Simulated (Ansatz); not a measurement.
**Run report: Re₃, single-point calculation**

The run: single-point calculation of Re₃, multiplicity 2. Method and program: UKS PBE-D4/def2-TZVPD (Ansatz 0.2.0).

The geometry comes from this level: PBE-D4/def2-TZVP.

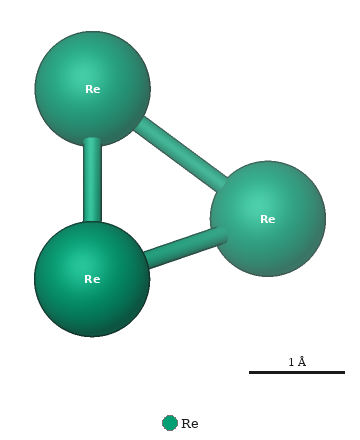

**Figure 1.** The structure (ball-and-stick view, seen at a tilt). Sticks mark near contacts. Bond lengths as drawn: Re–Re 2.20 to 2.32 Å.

### Input
```yaml
crystal:
  periodic: [false, false, false]
  atoms:
    - {symbol: Re, position_ang: [-1.089515, 0.672053, 0.190766]}
    - {symbol: Re, position_ang: [0.879820, 0.045614, 0.947509]}
    - {symbol: Re, position_ang: [0.209695, -0.717666, -1.138275]}
basis:
  gaussian: {orbitals: def2-TZVPD, initial_orbitals: start.molden}
magnetization: {spin_polarized: true, initial_magnetization: 1}
hamiltonian: {xc: pbe, dispersion: d4}
scf: {omitted_lower_state_checks: [starts]}
output: {orbitals: {seedname: orbitals}}
```

Command:
```bash
ansatz run in.yaml --threads 4 --pin off --events-out ev --progress --plain --max-ram 3916MiB
```

### The program's output
```
Functional definition: PBE
  name "PBE"
  cite "Perdew, Burke & Ernzerhof, Phys. Rev. Lett. 77, 3865 (1996) doi:10.1103/PhysRevLett.77.3865"
  parent pbe
  parameter kappa = 0.804
  parameter beta = 0.06672455060314922
  exchange = pbe_x(kappa = kappa, mu = beta*pi^2/3)
  correlation = pbe_c(beta = beta)
these checks for a lower state are left out or cut short: starts
1101 factors; their error is unknown
mean field evaluation 1: about -6390.9676 eV, gradient 5.1e0 eV
mean field evaluation 2: about -6391.2616 eV, gradient 6.9e-1 eV
mean field evaluation 4: about -6391.3252 eV, gradient 1.2e-1 eV
mean field evaluation 8: about -6391.3149 eV, gradient 3.4e-4 eV
mean field evaluation 16: about -6391.3149 eV, gradient 1.0e-5 eV
mean field -6391.31487424 eV, -234.8764894397 hartree, gradient 3.1e-6 eV, S^2 1.595563; 0 other end points of the search recorded, 0 dependent functions left out
reference -6391.31491115 eV, -234.8764907960 hartree; 23, 22 occupied and 106, 107 virtual orbitals, 1101 factors
Total energy: -6391.47491380 eV, -234.8823707847 hartree
Checks for a lower state left out: starts
```

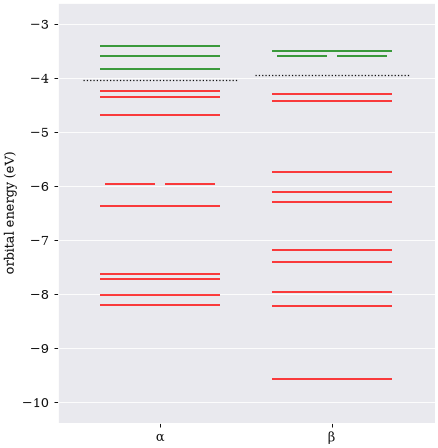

**Figure 2.** Orbital energies near the frontier for α and β spins; the dotted line parts filled from empty levels, and levels within 0.02 eV of each other stand side by side. α: highest filled −4.24 eV, lowest empty −3.83 eV, 0.41 eV apart; β: highest filled −4.30 eV, lowest empty −3.60 eV, 0.70 eV apart.

### Summary

| quantity | value |
| --- | --- |
| outcome | converged |
| total energy | −6391.4749 eV |
| mean-field energy | −6391.3149 eV |
| dispersion energy | −0.1600 eV |
| ⟨S²⟩ | 1.596 |
| SCF solution under orbital rotations | stable |
| HOMO (either spin) | −4.24 eV |
| LUMO (either spin) | −3.83 eV |
| hardware | 4 threads of Arm Neoverse V2, 23 GiB of memory available, shared host |
| wall time | 4.9 s (CPU time 19 s) |
| peak memory | 0.31 GiB |

### Remarks

⟨S²⟩ is 1.60 against 0.75 for a pure state: the solution is spin-contaminated.
